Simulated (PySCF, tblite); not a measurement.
# C2H8BN2Si radical: geometry, infrared bands and EPR parameters

What infrared bands and EPR parameters should C2H8BN2Si radical (`C[Si@H]1C[N]BN1`) show?

The runs use tblite 0.8.0 and PySCF 2.14.0, with density-fitted response routines of our own; the level of theory stands in each step. All values are computed, except where a source is named. Atoms are numbered from 0 throughout.

## (1) Starting geometry

14 atoms, charge 0, multiplicity 2; geometry from: force field or distance geometry start.

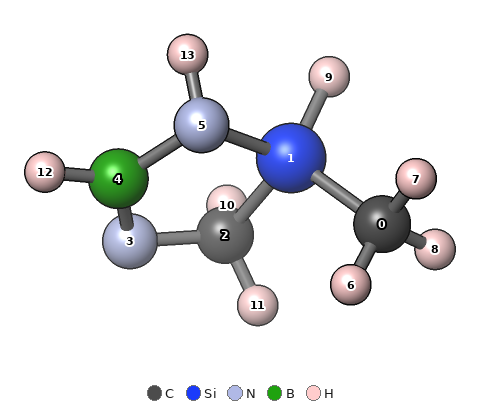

As it starts; carbon dark grey, silicon blue, nitrogen light blue, boron green, hydrogen pink, atoms numbered.

## (2) Relaxing the molecule with GFN2-xTB

The job: settings as JSON, then the geometry in Å.

```
{"job": {"kind": "relax", "xc": "GFN2-xTB", "basis": "xTB"}, "charge": 0, "multiplicity": 2}
C     -1.932000    -0.100500     0.540200
Si    -0.400100    -0.328600    -0.489000
C      0.549500     1.252100    -0.624400
N      1.816000     1.100700     0.052000
B      1.923300    -0.344400     0.601500
N      0.768600    -1.323500     0.405400
H     -1.669500     0.336300     1.523300
H     -2.431700    -1.073300     0.693400
H     -2.625300     0.588600     0.013500
H     -0.696800    -0.916300    -1.792100
H      0.718100     1.482200    -1.700100
H     -0.037800     2.079000    -0.158700
H      2.901600    -0.687500     1.161000
H      1.115500    -2.065100    -0.248100
```

On the command line:

```bash
OMP_NUM_THREADS=1 python probes_run.py task.json out
```

This one command runs all jobs of the session in turn.

Standard output:

```text
step      E/eV     max force
  0    -465.44397    4.498
  1    -466.05652    3.660
  2    -465.94981    9.689
  3    -466.48894    2.014
  4    -466.55018    0.688
  5    -466.60059    1.105
  6    -466.63487    1.298
  7    -466.73468    1.087
  8    -466.75835    0.522
  9    -466.78127    0.505
 10    -466.80783    0.658
 11    -466.82623    0.410
 12    -466.83875    0.295
 13    -466.84617    0.309
 14    -466.85328    0.439
 15    -466.86316    0.359
 16    -466.87785    0.282
 17    -466.88168    0.176
 18    -466.88510    0.134
 19    -466.88783    0.152
 20    -466.89089    0.164
 21    -466.89273    0.216
 22    -466.89382    0.112
 23    -466.89494    0.133
 24    -466.89632    0.136
 25    -466.89750    0.100
 26    -466.89815    0.063
 27    -466.89868    0.063
 28    -466.89918    0.083
 29    -466.89983    0.086
 30    -466.90043    0.056
 31    -466.90091    0.058
 32    -466.90129    0.051
 33    -466.90167    0.051
 34    -466.90206    0.043
 35    -466.90241    0.045
 36    -466.90272    0.046
 37    -466.90302    0.045
 38    -466.90333    0.044
 39    -466.90370    0.047
 40    -466.90408    0.051
 41    -466.90442    0.048
 42    -466.90472    0.044
 43    -466.90506    0.048
 44    -466.90557    0.066
 45    -466.90627    0.091
 46    -466.90692    0.082
 47    -466.90732    0.052
 48    -466.90752    0.040
 49    -466.90770    0.045
 50    -466.90793    0.049
 51    -466.90813    0.039
 52    -466.90826    0.031
 53    -466.90835    0.033
 54    -466.90847    0.043
 55    -466.90863    0.046
 56    -466.90879    0.031
 57    -466.90889    0.020
 58    -466.90895    0.020
 59    -466.90901    0.031
 60    -466.90912    0.043
 61    -466.90936    0.054
 62    -466.90979    0.063
 63    -466.91045    0.088
 64    -466.91132    0.094
 65    -466.91239    0.103
 66    -466.91317    0.070
 67    -466.91338    0.196
 68    -466.91460    0.071
 69    -466.91541    0.041
 70    -466.91640    0.073
 71    -466.91669    0.060
 72    -466.91764    0.041
 73    -466.91815    0.062
 74    -466.91822    0.048
 75    -466.91846    0.039
 76    -466.91855    0.029
 77    -466.91862    0.020
 78    -466.91869    0.021
 79    -466.91875    0.024
 80    -466.91886    0.031
 81    -466.91894    0.024
 82    -466.91901    0.020
 83    -466.91906    0.020
 84    -466.91910    0.018
 85    -466.91913    0.011
 86    -466.91915    0.009
```

Run time: 0.51 s. Hardware: 1 thread of Arm Neoverse V1, shared host.

The steps of the relaxation: (not every step is listed) (the energy doesn't fall at every step)

```csv
step,energy from step 0 (eV),largest force (eV/Å)
0,0.0000,4.4977
1,-0.6125,3.6598
2,-0.5058,9.6893
3,-1.0450,2.0138
4,-1.1062,0.6881
5,-1.1566,1.1051
6,-1.1909,1.2977
7,-1.2907,1.0874
8,-1.3144,0.5224
15,-1.4192,0.3591
22,-1.4499,0.1123
29,-1.4559,0.0864
36,-1.4588,0.0459
43,-1.4611,0.0482
50,-1.4640,0.0488
57,-1.4649,0.0199
64,-1.4674,0.0943
71,-1.4727,0.0597
78,-1.4747,0.0215
81,-1.4750,0.0242
82,-1.4750,0.0195
83,-1.4751,0.0197
84,-1.4751,0.0177
85,-1.4752,0.0114
86,-1.4752,0.0091
```

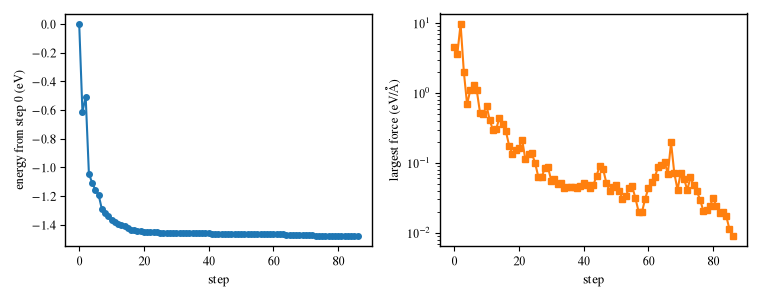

Energy and force, step by step.

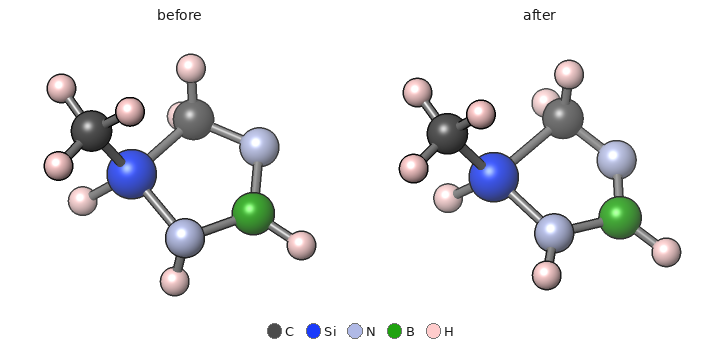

The geometry before (left) and after (right).

Distances of close pairs at the start and the end, largest changes first:

```csv
bond,before (Å),after (Å),change (Å)
N3–B4,1.550,1.360,-0.190
Si1–C2,1.849,2.011,+0.162
C2–N3,1.444,1.360,-0.084
Si1–N5,1.776,1.710,-0.066
B4–N5,1.527,1.482,-0.044
N5–H13,1.048,1.007,-0.041
C0–Si1,1.860,1.898,+0.038
C0–H8,1.110,1.085,-0.025
```

The end geometry stands in the next job.

## (3) Harmonic vibrations with GFN2-xTB

The job: settings as JSON, then the geometry in Å.

```
{"job": {"kind": "ir", "xc": "GFN2-xTB", "basis": "xTB"}, "charge": 0, "multiplicity": 2}
C     -2.045275    -0.173412     0.466924
Si    -0.416743    -0.373565    -0.486172
C      0.641164     1.334063    -0.583849
N      1.874434     0.896685    -0.213113
B      2.106346    -0.311961     0.365348
N      0.877832    -1.140493     0.326460
H     -1.891638     0.219582     1.467943
H     -2.538469    -1.135599     0.561266
H     -2.730068     0.489253    -0.052813
H     -0.649542    -0.801078    -1.877639
H      0.601693     1.739533    -1.597270
H      0.185160     2.038437     0.120502
H      3.112496    -0.695957     0.807940
H      0.871932    -2.085961     0.672306
```

Standard output:

```text
mode    cm-1     km/mol
  1      76.5      5.23
  2     101.7      0.10
  3     141.9      3.04
  4     203.6      1.81
  5     283.9     32.71
  6     364.5     29.16
  7     489.9     51.99
  8     503.3     41.90
  9     570.7     30.00
 10     632.8      6.35
 11     655.0    109.31
 12     716.5     67.85
 13     730.5     10.88
 14     758.1     64.22
 15     803.1     67.25
 16     823.9     80.17
 17     860.9     69.96
 18     942.4     62.12
 19     966.2     48.90
 20    1104.1    159.43
 21    1117.7    145.15
 22    1128.4     10.21
 23    1181.2     72.00
 24    1367.6     14.96
 25    1463.7     10.16
 26    1475.0      1.13
 27    1485.9      2.54
 28    1494.0     77.63
 29    2156.3    329.04
 30    2675.4    199.54
 31    2860.2     79.92
 32    2917.6     69.82
 33    3037.1     15.66
 34    3046.1     29.55
 35    3049.9     14.22
 36    3475.7      1.94
```

Run time: 0.4 s. Hardware: 1 thread of Arm Neoverse V1, shared host.

The strongest bands and the atoms that carry them (share of the mass-weighted mode):

```csv
cm⁻¹,km/mol,atoms
655,109.3,H9 73 %
824,80.2,"H6 34 %, H7 28 %, C0 16 %"
1104,159.4,"H11 38 %, H10 20 %, B4 11 %"
1118,145.2,"C2 23 %, N3 16 %, H13 15 %, B4 12 %"
1494,77.6,"N3 53 %, B4 31 %"
2156,329.0,H9 97 %
2675,199.5,H12 91 %
2860,79.9,H11 84 %
```

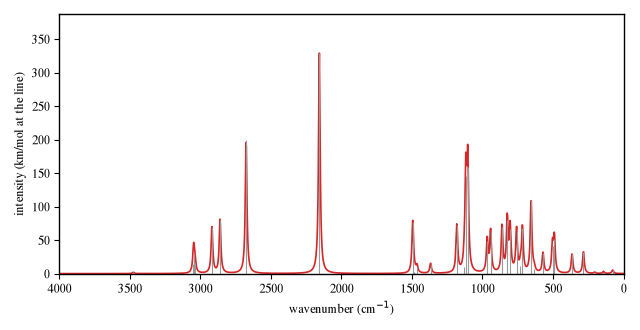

The infrared spectrum from these modes, unscaled. Lines are broadened to a width of 14 cm⁻¹ (Lorentzian).

## (4) EPR parameters: B3LYP/pcH-1

The job, as its differences from that of step 3:

```diff
@@ -1,2 +1,2 @@
-{"job": {"kind": "ir", "xc": "GFN2-xTB", "basis": "xTB"}, "charge": 0, "multiplicity": 2}
+{"job": {"kind": "epr", "basis": "pcH-1"}, "charge": 0, "multiplicity": 2}
 C     -2.045275    -0.173412     0.466924
```

With the program's defaults for keys left out, this is: UKS B3LYP, pcH-1 on B C H N Si, non-relativistic, mean-field spin-orbit, GIAO.

Standard output:

```text
UKS, coarse grid
  cycle   1  E = -504.82358053  |g| = 4.73e-01
  cycle   2  E = -504.68565619  |g| = 7.26e-01
  cycle   3  E = -504.93247502  |g| = 9.09e-02
  cycle   4  E = -504.93547042  |g| = 5.55e-02
  cycle   5  E = -504.93683545  |g| = 1.80e-02
  cycle   6  E = -504.93698678  |g| = 9.96e-03
  cycle   7  E = -504.93704669  |g| = 2.53e-03
  cycle   8  E = -504.93705327  |g| = 1.00e-03
  cycle   9  E = -504.93705470  |g| = 3.55e-04
UKS, final grid
  cycle   1  E = -504.93702083  |g| = 3.26e-04
  cycle   2  E = -504.93702112  |g| = 3.83e-04
  cycle   3  E = -504.93702127  |g| = 1.68e-04
  cycle   4  E = -504.93702146  |g| = 1.88e-04
  cycle   5  E = -504.93702171  |g| = 5.16e-05
  cycle   6  E = -504.93702172  |g| = 2.77e-05
  cycle   7  E = -504.93702172  |g| = 1.05e-05
E = -504.93702172 Eh   <S^2> = 0.7547 (exact 0.7500)
g shifts (ppm)      1          2          3
  rmc          -216       -216       -216
  gc             11        -41         37
  oz_so         162       2199       8292
  total         -43       1942       8113
hyperfine (MHz)  atom isotope    a_iso     a_fc   dipolar eigenvalues
    0   13C      -1.82      -1.82     -0.92     -0.75      1.68
    1  29Si     -97.39     -97.62    -42.08     20.13     21.95
    2   13C     -23.84     -23.91    -11.57     -7.36     18.93
    3   14N      71.52      71.32    -34.14    -31.19     65.33
    4   11B      51.95      51.96     -9.13     -4.88     14.01
    5   14N       9.23       9.26     -3.39     -2.49      5.88
    6    1H      -0.15      -0.15     -1.47     -0.99      2.46
    7    1H      14.00      14.00     -1.33     -0.41      1.74
    8    1H       2.21       2.21     -1.46     -1.10      2.56
    9    1H      30.60      30.60     -3.04     -0.79      3.83
   10    1H       2.58       2.56     -7.23     -3.15     10.38
   11    1H      83.49      83.47     -6.83     -5.99     12.82
   12    1H      22.62      22.60     -5.36     -3.59      8.95
   13    1H      -5.10      -5.09     -5.36     -2.00      7.36
```

Wall time 63 s (1 thread of Arm Neoverse V1, shared host); peak memory 0.87 GiB.

Principal g values 2.00228, 2.00426, 2.01043; g(iso) = 2.00566, against 2.00232 for a free electron.

Mean a(iso) over the nuclei that a row names, and the largest dipolar term of the row (other rows stand at the frozen geometry):

```csv
nuclei,isotope,a(iso) (MHz),"a(iso) (G, at g = 2.0023)",largest dipolar term (MHz)
Si1,29Si,-97.4,-34.7,-42.1
H11,1H,83.5,29.8,12.8
N3,14N,71.5,25.5,65.3
B4,11B,52.0,18.5,14.0
H9,1H,30.6,10.9,3.8
C2,13C,-23.8,-8.5,18.9
H12,1H,22.6,8.1,8.9
N5,14N,9.2,3.3,5.9
"H6, H7, H8",1H,5.4,1.9,2.6
H13,1H,-5.1,-1.8,7.4
H10,1H,2.6,0.9,10.4
C0,13C,-1.8,-0.6,1.7
```

Mulliken spin populations:

C0 0.00; Si1 0.14; C2 0.03; N3 0.73; B4 -0.02; N5 0.06; H6 0.00; H7 0.00; H8 0.00; H9 0.02; H10 0.00; H11 0.03; H12 0.01; H13 0.00

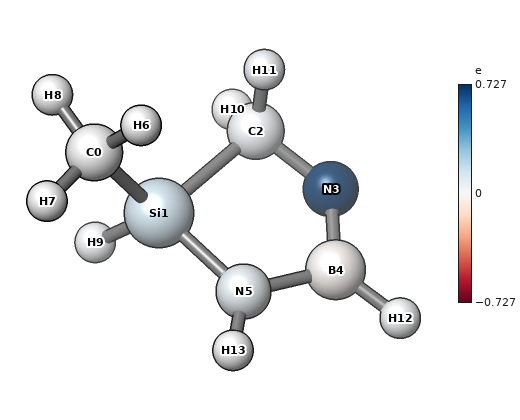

Mulliken spin populations, as colours on the atoms.

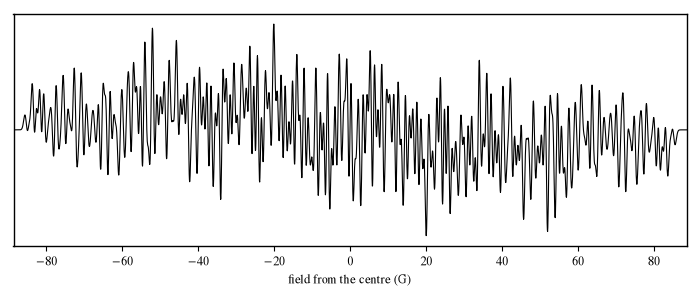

First-order isotropic spectrum (first derivative, main isotopes with spin only, couplings over 0.8 MHz, Gaussian width 0.4 G; couplings of the frozen geometry, rotation of groups not averaged beyond the rows shown).

Orbitals, density, ELF and potential are computed afterwards from the orbital file.

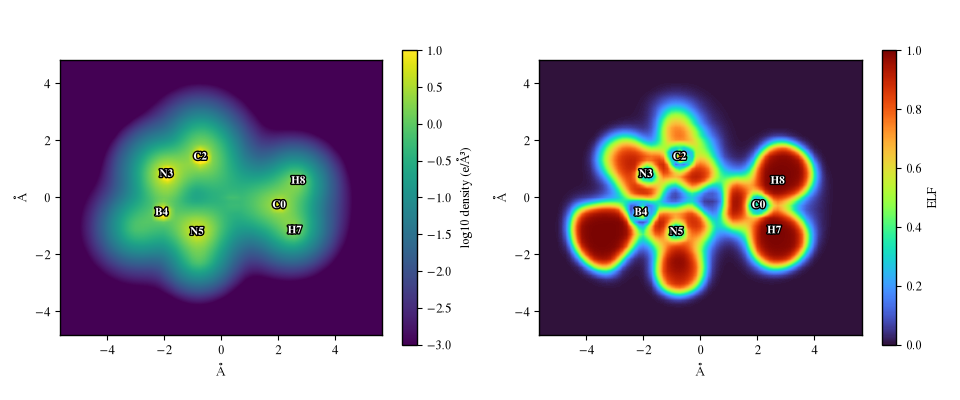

Density (left) and ELF (right) in a plane through or near 7 of the atoms.

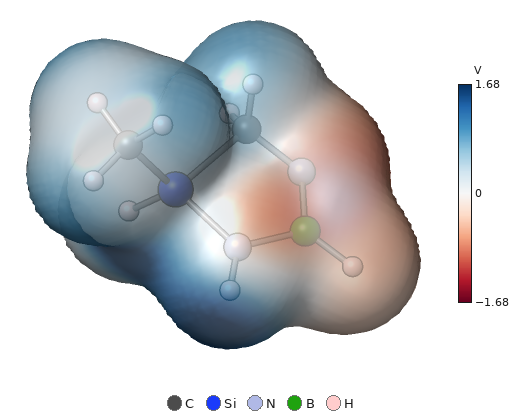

Electrostatic potential on the surface of density 0.002 e/bohr³; red is low, blue high. It runs from -1.39 V near N3 to 1.68 V near H13.

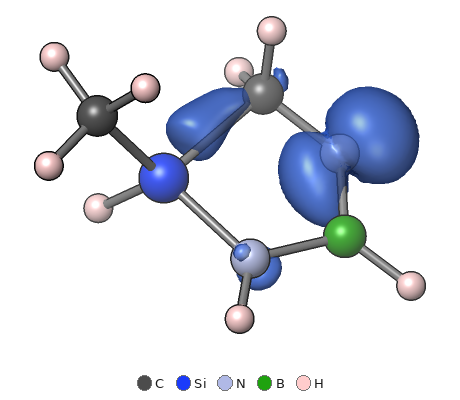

Spin density at ±0.07 e/Å³ (alpha excess blue, beta excess red).

## (5) What came out

| quantity | value |
| --- | --- |
| strongest single infrared mode (GFN2-xTB) | 2156 cm⁻¹, 329 km/mol |
| zero-point energy (GFN2-xTB) | 65.3 kcal/mol |
| g(iso) (B3LYP) | 2.00566 |
| ⟨S²⟩ | 0.755 (exact 0.75) |
| largest a(iso) (averaged by class) | 29Si on Si1, -97.4 MHz |
| potential on the surface of density 0.002 e/bohr³, 1st and 99th percentile | -1.39 V and 1.68 V |

In words: Relaxing lowered the energy by 1.475 eV in 86 steps; the close pair that moved most is N3–B4, from 1.550 to 1.360 Å. No mode is imaginary among the 36: a minimum at this level. The strongest single mode, at 2156 cm⁻¹, moves mainly H9. Unscaled tight-binding wavenumbers are off by several per cent, some by more. Its intensities can rank the bands wrongly. Most of the unpaired spin sits on N3 (0.73 e). The isotropic g lies 3.3 ppt above the free-electron value. The conformer search found further structures of the same energy, which may be mirror or relabelled copies of this one.
